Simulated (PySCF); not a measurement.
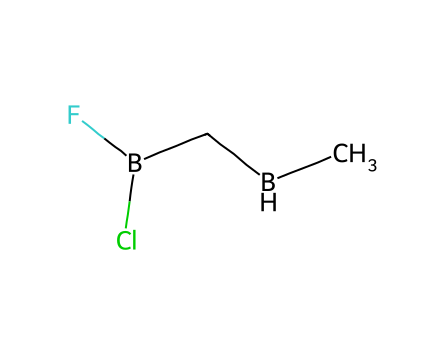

The computed structure is the end point of a PBE0-D3(BJ)/def2-SVP optimisation. No frequency run is at hand to confirm it as a minimum. Program: PySCF 2.14.0.

Tabulate HOMO–LUMO gap (eV), dipole (D) at these levels: B3LYP/pcSseg-1; B97-D/pcSseg-1; BLYP/pcSseg-1; BP86/pcSseg-1; KT2/pcSseg-1; KT3/pcSseg-1; LDA/pcSseg-1; OPBE/pcSseg-1; PBE/pcSseg-1.

| level | HOMO–LUMO gap (eV) | dipole (D) |
| --- | --- | --- |
| B3LYP/pcSseg-1 | 6.84 | 1.62 |
| B97-D/pcSseg-1 | 5.13 | 1.56 |
| BLYP/pcSseg-1 | 4.99 | 1.50 |
| BP86/pcSseg-1 | 4.97 | 1.54 |
| KT2/pcSseg-1 | 4.97 | 1.56 |
| KT3/pcSseg-1 | 5.12 | 1.54 |
| LDA/pcSseg-1 | 4.72 | 1.58 |
| OPBE/pcSseg-1 | 5.06 | 1.55 |
| PBE/pcSseg-1 | 4.92 | 1.52 |
